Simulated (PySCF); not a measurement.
# K₃H₃: magnetic properties

Wanted: magnetic properties for K₃H₃.

Computed with PySCF 2.14.0 and routines of our own; the level stands in each step. Atoms count from 0.

## (1) The system as given

6 atoms, charge 0, multiplicity 1; geometry from: GFN2-xTB.

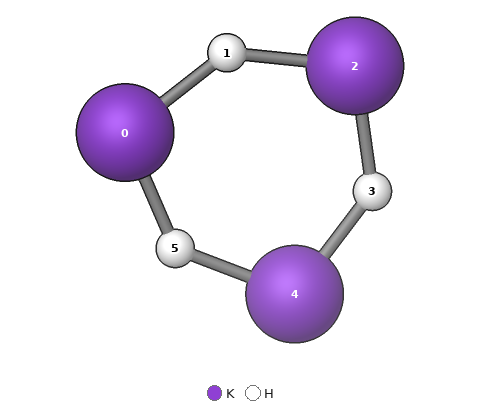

The starting geometry (potassium purple, hydrogen white); sticks join atoms by distance alone.

## (2) Magnetic properties: GIAO KT3/def2-SVP K:def2-TZVP

The job: settings as JSON, then the geometry in Å.

```
{"job": {"kind": "mag", "xc": "KT3", "basis": {"default": "def2-SVP", "K": "def2-TZVP"}}, "charge": 0, "multiplicity": 1}
K      1.664800     1.153170    -0.510450
H     -0.082170     1.123970    -1.391760
K     -1.760140     0.157150    -1.113920
H     -1.428670    -0.988220     0.439810
K      0.095350    -1.309980     1.623700
H      1.510830    -0.136090     0.952620
```

With the program's defaults for keys left out, this is: GIAO KT3/def2-SVP K:def2-TZVP magnetisability, rotational g tensor and spin-rotation constants, non-relativistic, gas phase.

Launch:

```bash
> OMP_NUM_THREADS=1 python excited_run.py task.json out
```

The driver reads the jobs from task.json and runs them one after another.

Standard output:

```text
coarse grid: 9096 points
cycle   1  E = -1812.0961150634  dE =  4.764e-02  |g| = 5.164e-01  |ddm| = 2.212e+00
cycle   2  E = -1811.1575958492  dE =  9.385e-01  |g| = 1.261e+00  |ddm| = 3.353e+00
cycle   3  E = -1812.2270426163  dE = -1.069e+00  |g| = 8.019e-02  |ddm| = 2.959e+00
cycle   4  E = -1812.2292522275  dE = -2.210e-03  |g| = 2.827e-02  |ddm| = 3.062e-01
cycle   5  E = -1812.2298260191  dE = -5.738e-04  |g| = 2.043e-03  |ddm| = 8.231e-02
cycle   6  E = -1812.2298280599  dE = -2.041e-06  |g| = 7.650e-04  |ddm| = 1.467e-02
final grid: 54152 points
cycle   7  E = -1812.2177435863  dE = -5.549e-06  |g| = 1.287e-03  |ddm| = 1.230e-02
cycle   8  E = -1812.2177432585  dE =  3.278e-07  |g| = 1.461e-03  |ddm| = 4.378e-03
cycle   9  E = -1812.2177440406  dE = -7.822e-07  |g| = 2.598e-04  |ddm| = 3.008e-03
cycle  10  E = -1812.2177440657  dE = -2.506e-08  |g| = 4.415e-05  |ddm| = 6.334e-04
cycle  11  E = -1812.2177440663  dE = -5.725e-10  |g| = 1.390e-05  |ddm| = 9.835e-05
converged SCF energy = -1812.2177440663

Magnetisability tensor (1e-30 J/T^2)
     -908.26      -56.68      -47.17
      -56.68     -803.41      107.73
      -47.17      107.73     -843.14
isotropic -851.60   principal values    -933.05   -932.82   -688.94
isotropic susceptibility -51.285 1e-6 cm^3/mol

Inertial axes            a          b          c
rot. const./GHz      1.9456     1.9448     0.9726
chi total           -56.183    -56.183    -41.489
chi diamagnetic    -619.896   -619.896  -1166.162
chi paramagnetic    563.713    563.713   1124.674
quadrupole/D A        0.913      0.913     -1.827
g nuclear            0.5008     0.5006     0.5007
g electronic        -0.5152    -0.5150    -0.5139
g total             -0.0145    -0.0145    -0.0132

Spin-rotation constants (kHz, H = +C I.J)
atom  isotope        aa         bb         cc
  0    39K        0.139      0.139      0.125
  1     1H       -0.006     -0.006     -0.030
  2    39K        0.139      0.139      0.124
  3     1H       -0.006     -0.006     -0.030
  4    39K        0.139      0.139      0.124
  5     1H       -0.006     -0.006     -0.030
```

Run time: 11 s. Hardware: 1 thread of Arm Neoverse V1, shared host; peak memory 0.43 GiB.

Key values:

| quantity | value |
| --- | --- |
| magnetisability | -852·10⁻³⁰ J/T² |
| molar susceptibility | -51.3·10⁻⁶ cm³/mol |
| rotational g (a, b, c) | -0.0145, -0.0145, -0.0132 |

Orbitals, density, ELF and potential are computed afterwards from the orbital file.

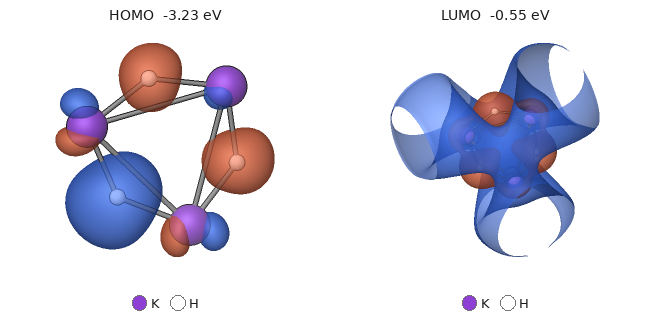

Frontier orbitals at KT3/def2-TZVP+def2-SVP; each surface holds 70 % of the orbital's density, blue and red mark the sign. The LUMO is diffuse and is cut off by the edge of the grid.

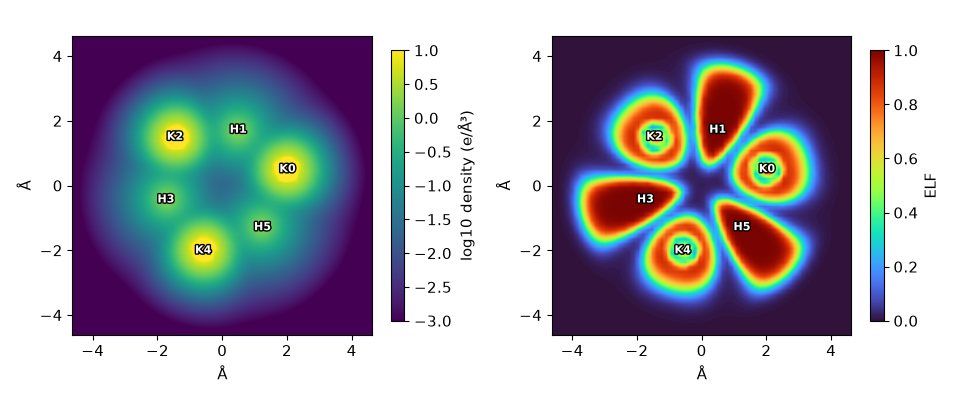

Density (left) and ELF (right) in a plane through or near 6 of the atoms.

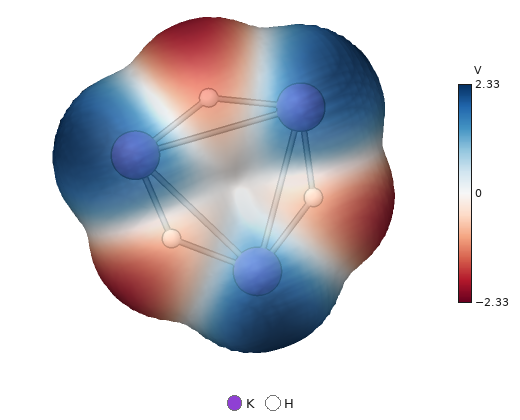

The potential that a unit positive charge feels on the 0.002 e/bohr³ surface, from the 1st to the 99th percentile, from -1.95 to 2.33 V.

In these pictures sticks join atoms by distance alone, so bonds to metals can be missing or extra.

## (3) Magnetic properties: GIAO OLYP/def2-SVP K:def2-TZVP

The job: settings as JSON, then the geometry in Å.

```
{"job": {"kind": "mag", "xc": "OLYP", "basis": {"default": "def2-SVP", "K": "def2-TZVP"}}, "charge": 0, "multiplicity": 1}
K      1.664800     1.153170    -0.510450
H     -0.082170     1.123970    -1.391760
K     -1.760140     0.157150    -1.113920
H     -1.428670    -0.988220     0.439810
K      0.095350    -1.309980     1.623700
H      1.510830    -0.136090     0.952620
```

Method: GIAO OLYP/def2-SVP K:def2-TZVP magnetisability, rotational g tensor and spin-rotation constants, non-relativistic, gas phase.

Standard output:

```text
coarse grid: 9096 points
cycle   1  E = -1801.4017049532  dE =  5.849e-02  |g| = 5.264e-01  |ddm| = 2.177e+00
cycle   2  E = -1800.0517564393  dE =  1.350e+00  |g| = 1.361e+00  |ddm| = 3.734e+00
cycle   3  E = -1801.5389238696  dE = -1.487e+00  |g| = 1.043e-01  |ddm| = 3.378e+00
cycle   4  E = -1801.5407654596  dE = -1.842e-03  |g| = 5.848e-02  |ddm| = 3.655e-01
cycle   5  E = -1801.5431327712  dE = -2.367e-03  |g| = 9.051e-03  |ddm| = 1.305e-01
cycle   6  E = -1801.5431701530  dE = -3.738e-05  |g| = 2.111e-03  |ddm| = 3.320e-02
cycle   7  E = -1801.5431724881  dE = -2.335e-06  |g| = 3.054e-04  |ddm| = 4.234e-03
final grid: 54152 points
cycle   8  E = -1801.5484211150  dE = -4.627e-06  |g| = 1.614e-03  |ddm| = 1.270e-02
cycle   9  E = -1801.5484213448  dE = -2.298e-07  |g| = 1.121e-03  |ddm| = 4.799e-03
cycle  10  E = -1801.5484216483  dE = -3.034e-07  |g| = 2.188e-04  |ddm| = 2.347e-03
cycle  11  E = -1801.5484216668  dE = -1.850e-08  |g| = 5.340e-05  |ddm| = 5.075e-04
cycle  12  E = -1801.5484216678  dE = -1.087e-09  |g| = 1.745e-05  |ddm| = 1.247e-04
cycle  13  E = -1801.5484216680  dE = -1.173e-10  |g| = 2.846e-06  |ddm| = 3.575e-05
converged SCF energy = -1801.5484216680

Magnetisability tensor (1e-30 J/T^2)
     -933.63      -53.37      -44.41
      -53.37     -834.91      101.42
      -44.41      101.42     -872.32
isotropic -880.29   principal values    -956.98   -956.75   -727.14
isotropic susceptibility -53.012 1e-6 cm^3/mol

Inertial axes            a          b          c
rot. const./GHz      1.9456     1.9448     0.9726
chi total           -57.624    -57.624    -43.789
chi diamagnetic    -621.777   -621.777  -1168.682
chi paramagnetic    564.154    564.154   1124.893
quadrupole/D A        0.552      0.552     -1.104
g nuclear            0.5008     0.5006     0.5007
g electronic        -0.5157    -0.5154    -0.5140
g total             -0.0149    -0.0149    -0.0133

Spin-rotation constants (kHz, H = +C I.J)
atom  isotope        aa         bb         cc
  0    39K        0.137      0.137      0.126
  1     1H       -0.006     -0.006     -0.032
  2    39K        0.137      0.137      0.126
  3     1H       -0.006     -0.006     -0.032
  4    39K        0.137      0.137      0.126
  5     1H       -0.006     -0.006     -0.032
```

Run time: 8.8 s. Hardware: 1 thread of Arm Neoverse V1, shared host; peak memory 0.41 GiB.

In short:

| quantity | value |
| --- | --- |
| magnetisability | -880·10⁻³⁰ J/T² |
| molar susceptibility | -53.0·10⁻⁶ cm³/mol |
| rotational g (a, b, c) | -0.0149, -0.0149, -0.0133 |

## (4) The levels compared

| level | ξ (10⁻³⁰ J/T²) | g(a) | g(b) | gap (eV) | functions | time |
| --- | --- | --- | --- | --- | --- | --- |
| GIAO KT3/def2-SVP K:def2-TZVP | -852 | -0.0145 | -0.0145 | 2.68 | 114 | 11 s |
| GIAO OLYP/def2-SVP K:def2-TZVP | -880 | -0.0149 | -0.0149 | 2.41 | 114 | 8.8 s |

## (5) Results

| quantity | value |
| --- | --- |
| magnetisability (step 2, GIAO KT3/def2-SVP K:def2-TZVP) | -852·10⁻³⁰ J/T² |
| molar susceptibility (step 2, GIAO KT3/def2-SVP K:def2-TZVP) | -51.3·10⁻⁶ cm³/mol |
| rotational g (a, b, c) (step 2, GIAO KT3/def2-SVP K:def2-TZVP) | -0.0145, -0.0145, -0.0132 |
| surface potential, 1st and 99th percentile | -1.95 V and 2.33 V |
| magnetisability over the levels | -880 to -852·10⁻³⁰ J/T² |

In words: The geometry comes from tight binding, which is rough for metal atoms, and these values hang on it. The magnetisability spreads by 3.3 % over 2 levels of like cost. Two levels can agree by chance, so this spread shows no convergence. Vibrational averaging and real surroundings are missing from these values.
